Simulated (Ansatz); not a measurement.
# Run report: MoHCl$_{2}$F$_{5}$, nudged elastic band (part 2 of 2)

MoHCl$_{2}$F$_{5}$; RKS PBE-D4/def2-SVP (Ansatz 0.2.0). It belongs to a series of runs on one base structure; here: band between the two ends.

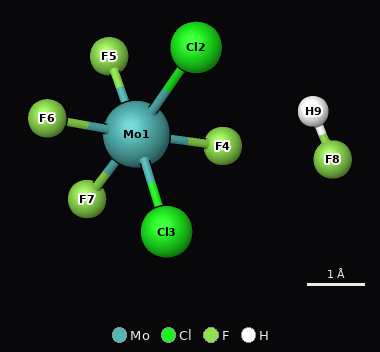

**Figure 1.** The input geometry (ball-and-stick view, seen at a tilt; atoms are numbered from 1 in the order of the input). Sticks mark near contacts.

The last band as extended XYZ, continued:
```
9
Properties=species:S:1:pos:R:3:forces:R:3 image=6 energy=-40467.75973
Mo    0.1501    0.2878   -0.2694   -0.0049   0.0653  -0.0733
Cl    0.6785   -0.4829    2.9653    0.0419  -0.0035   0.2132
Cl    2.3781   -0.2037   -0.2575   -0.0140  -0.0105  -0.0473
F    -0.0781    1.8073   -1.2950   -0.0260   0.0360  -0.1133
F    -1.5118    0.5866    0.4800   -0.0171   0.0093  -0.0779
F    -0.2434   -1.4601    0.1836    0.0617   0.0675   0.0406
F     0.0076   -0.4243   -1.9696   -0.0312   0.0061  -0.0542
F     0.6990    1.6127    0.9769   -0.0275  -0.0594  -0.1025
H     0.8297    0.7451    2.5381    0.0171  -0.1108   0.2147
9
Properties=species:S:1:pos:R:3:forces:R:3 image=7 energy=-40468.05763
Mo    0.1477    0.3130   -0.3930   -0.0027   0.0224  -0.0591
Cl    0.7401   -0.4605    3.3496    0.0434  -0.0219   0.1733
Cl    2.3791   -0.1535   -0.4807    0.0026   0.0479  -0.1229
F     0.1210    1.8216   -1.4554    0.0801   0.0287  -0.0544
F    -1.5973    0.6481    0.1201   -0.0439   0.0153  -0.1647
F    -0.1331   -1.3089    0.4334    0.0657   0.0722   0.1003
F    -0.1768   -0.5482   -1.9887   -0.0929  -0.0307  -0.0180
F     0.6047    1.4628    1.0116   -0.0535  -0.0810   0.0336
H     0.8243    0.6940    2.7554    0.0012  -0.0528   0.1119
9
Properties=species:S:1:pos:R:3:forces:R:3 image=8 energy=-40468.20438
Mo    0.1704    0.3107   -0.4922   -0.0007  -0.0013   0.0044
Cl    0.7470   -0.4111    3.7375    0.0001   0.0006  -0.0130
Cl    2.3800   -0.1284   -0.8582    0.0002  -0.0025   0.0147
F     0.2604    1.8264   -1.5435   -0.0031  -0.0011   0.0023
F    -1.6141    0.6879   -0.1730    0.0001  -0.0018   0.0090
F     0.0063   -1.1852    0.5684   -0.0055  -0.0041  -0.0034
F    -0.3314   -0.6729   -1.9680    0.0051   0.0031  -0.0009
F     0.5867    1.3357    1.0044    0.0003   0.0051  -0.0020
H     0.7043    0.7055    3.0769    0.0035   0.0019  -0.0111
9
Properties=species:S:1:pos:R:3:forces:R:3 image=9 energy=-40468.20256
Mo    0.2457    0.2758   -0.4800    0.0001   0.0002   0.0004
Cl    0.2453   -0.2289    3.7440    0.0002   0.0000  -0.0001
Cl    2.3909   -0.1379   -1.1454   -0.0001   0.0000  -0.0002
F     0.1806    1.8065   -1.5106    0.0001  -0.0002  -0.0002
F    -1.4774    0.6310    0.0935    0.0001   0.0001   0.0002
F     0.2438   -1.2398    0.5652   -0.0003  -0.0001  -0.0001
F    -0.4443   -0.6877   -1.8912    0.0003  -0.0001  -0.0001
F     0.8624    1.2855    0.9577   -0.0003   0.0001   0.0000
H     0.6626    0.7640    3.0191    0.0000  -0.0001   0.0001
9
Properties=species:S:1:pos:R:3:forces:R:3 image=10 energy=-40468.20337
Mo    0.3153    0.2351   -0.4628   -0.0038  -0.0104  -0.0196
Cl   -0.1722    0.0093    3.6813    0.0211   0.0222  -0.0202
Cl    2.3403   -0.1354   -1.4542   -0.0001   0.0022   0.0040
F     0.1147    1.8147   -1.3979    0.0016   0.0010   0.0126
F    -1.3112    0.5567    0.3546   -0.0076   0.0023  -0.0063
F     0.4643   -1.3260    0.5038    0.0012  -0.0020  -0.0014
F    -0.5661   -0.6698   -1.8048   -0.0007  -0.0014   0.0089
F     1.1307    1.1698    0.9246    0.0070   0.0059   0.0060
H     0.5940    0.8140    3.0077   -0.0187  -0.0199   0.0159
```

This output came from the following input.

The input:
```yaml
crystal:
  periodic: [false, false, false]
  atoms:
    - { symbol: Mo, position_ang: [-0.113593, -0.215195, -0.130132] }
    - { symbol: Cl, position_ang: [-0.000421, -0.105706, 2.186168] }
    - { symbol: Cl, position_ang: [2.149991, -0.304501, -0.338755] }
    - { symbol: F, position_ang: [-0.126262, 1.625129, -0.236776] }
    - { symbol: F, position_ang: [-1.966167, -0.170983, -0.00865] }
    - { symbol: F, position_ang: [-0.223321, -2.058326, -0.042827] }
    - { symbol: F, position_ang: [-0.305699, -0.304094, -1.969207] }
    - { symbol: F, position_ang: [2.053941, 2.222991, 1.669659] }
    - { symbol: H, position_ang: [1.441231, 1.779187, 2.222821] }
basis:
  gaussian: { orbitals: def2-SVP }
hamiltonian:
  xc: pbe
  dispersion: d4
neb:
  order_check: false
  images: 9
  f_tol: 0.05
  max_iterations: 60
  final_atoms:
    - { symbol: Mo, position_ang: [0.31527669, 0.23514625, -0.46278823] }
    - { symbol: Cl, position_ang: [-0.17217395, 0.00928382, 3.68128665] }
    - { symbol: Cl, position_ang: [2.34034851, -0.13536651, -1.4541532] }
    - { symbol: F, position_ang: [0.1146581, 1.81468128, -1.39791217] }
    - { symbol: F, position_ang: [-1.31124301, 0.55673796, 0.35455096] }
    - { symbol: F, position_ang: [0.46425732, -1.32597165, 0.50379754] }
    - { symbol: F, position_ang: [-0.56612206, -0.66979796, -1.8047873] }
    - { symbol: F, position_ang: [1.13072183, 1.1697802, 0.92464138] }
    - { symbol: H, position_ang: [0.59397657, 0.81400861, 3.00766537] }
  initial_path:
    images:
      - { positions_ang: [[-0.113593, -0.215195, -0.130132], [-0.000421, -0.105706, 2.186168], [2.149991, -0.304501, -0.338755], [-0.126262, 1.625129, -0.236776], [-1.966167, -0.170983, -0.00865], [-0.223321, -2.058326, -0.042827], [-0.305699, -0.304094, -1.969207], [2.053941, 2.222991, 1.669659], [1.441231, 1.779187, 2.222821]] }
      - { positions_ang: [[-0.093109, -0.17322998, -0.10128031], [0.01114391, -0.07480103, 2.28347243], [2.17959594, -0.24775412, -0.28002886], [-0.10107096, 1.65294789, -0.19386539], [-1.92904386, -0.13550089, 0.00498527], [-0.18306464, -2.00165345, -0.02416643], [-0.25592015, -0.25156077, -1.92634916], [1.91800799, 2.06151955, 1.45622282], [1.36316077, 1.63853479, 2.13331063]] }
      - { positions_ang: [[-0.072625, -0.13126496, -0.07242862], [0.02270882, -0.04389606, 2.38077685], [2.20920087, -0.19100723, -0.22130272], [-0.07587991, 1.68076678, -0.15095478], [-1.89192073, -0.10001878, 0.01862055], [-0.14280828, -1.9449809, -0.00550586], [-0.2061413, -0.19902753, -1.88349132], [1.78207498, 1.90004811, 1.24278663], [1.28509054, 1.49788259, 2.04380026]] }
      - { positions_ang: [[-0.05214099, -0.08929994, -0.04357693], [0.03427374, -0.01299109, 2.47808128], [2.23880581, -0.13426035, -0.16257657], [-0.05068887, 1.70858567, -0.10804417], [-1.85479759, -0.06453667, 0.03225582], [-0.10255192, -1.88830836, 0.01315472], [-0.15636245, -0.1464943, -1.84063348], [1.64614198, 1.73857666, 1.02935045], [1.20702031, 1.35723038, 1.95428989]] }
      - { positions_ang: [[-0.03165699, -0.04733492, -0.01472524], [0.04583865, 0.01791388, 2.5753857], [2.26841074, -0.07751347, -0.10385043], [-0.02549782, 1.73640456, -0.06513357], [-1.81767445, -0.02905456, 0.0458911], [-0.06229556, -1.83163581, 0.03181529], [-0.1065836, -0.09396107, -1.79777564], [1.51020897, 1.57710521, 0.81591427], [1.12895008, 1.21657818, 1.86477952]] }
      - { positions_ang: [[-0.01117299, -0.00536991, 0.01412645], [0.05740356, 0.04881884, 2.67269013], [2.29801568, -0.02076659, -0.04512429], [-0.00030678, 1.76422345, -0.02222296], [-1.78055132, 0.00642755, 0.05952637], [-0.0220392, -1.77496326, 0.05047586], [-0.05680476, -0.04142783, -1.7549178], [1.37427596, 1.41563376, 0.60247808], [1.05087985, 1.07592597, 1.77526915]] }
      - { positions_ang: [[0.05411695, 0.04273333, -0.08125648], [0.01148806, 0.04091184, 2.87440944], [2.30648224, -0.04368657, -0.32693007], [0.0226862, 1.77431502, -0.2973608], [-1.68668966, 0.11648963, 0.11853129], [0.0752201, -1.68516494, 0.1411402], [-0.15866822, -0.16710186, -1.7648917], [1.32556513, 1.36646305, 0.66691074], [0.95949919, 1.0235425, 2.02174839]] }
      - { positions_ang: [[0.11940688, 0.09083656, -0.17663942], [-0.03442744, 0.03300483, 3.07612874], [2.31494881, -0.06660655, -0.60873585], [0.04567917, 1.78440658, -0.57249864], [-1.592828, 0.22655171, 0.17753621], [0.17247941, -1.59536662, 0.23180453], [-0.26053168, -0.29277588, -1.7748656], [1.27685431, 1.31729234, 0.7313434], [0.86811854, 0.97115903, 2.26822764]] }
      - { positions_ang: [[0.18469682, 0.13893979, -0.27202236], [-0.08034295, 0.02509783, 3.27784804], [2.32341538, -0.08952654, -0.89054164], [0.06867215, 1.79449815, -0.84763648], [-1.49896633, 0.33661379, 0.23654112], [0.26973871, -1.5055683, 0.32246887], [-0.36239514, -0.41844991, -1.7848395], [1.22814348, 1.26812163, 0.79577606], [0.77673788, 0.91877556, 2.51470688]] }
      - { positions_ang: [[0.24998676, 0.18704302, -0.36740529], [-0.12625845, 0.01719082, 3.47956735], [2.33188194, -0.11244652, -1.17234742], [0.09166513, 1.80458972, -1.12277432], [-1.40510467, 0.44667588, 0.29554604], [0.36699802, -1.41576997, 0.4131332], [-0.4642586, -0.54412393, -1.7948134], [1.17943266, 1.21895092, 0.86020872], [0.68535722, 0.86639208, 2.76118612]] }
      - { positions_ang: [[0.31527669, 0.23514625, -0.46278823], [-0.17217395, 0.00928382, 3.68128665], [2.34034851, -0.13536651, -1.4541532], [0.1146581, 1.81468128, -1.39791217], [-1.31124301, 0.55673796, 0.35455096], [0.46425732, -1.32597165, 0.50379754], [-0.56612206, -0.66979796, -1.8047873], [1.13072183, 1.1697802, 0.92464138], [0.59397657, 0.81400861, 3.00766537]] }
```

Launch command:
```bash
ansatz run input.yaml --threads 4 --pin off --max-ram 5120MiB --backend cpu --events-out ev --progress --plain --runs-dir out
```

Results in brief:

| quantity | value |
| --- | --- |
| outcome | converged |
| barrier, forward | 0.340 eV |
| barrier, backward | 0.769 eV |
| hardware | 4 threads of Arm Neoverse V2, 24 GiB of memory available, shared host |
| wall time | 7.8 min (CPU time 30 min) |
| peak memory | 0.23 GiB |

Remarks:

The run takes a singlet; with an open-shell metal another spin state may lie lower. The order of the saddle point was not checked.
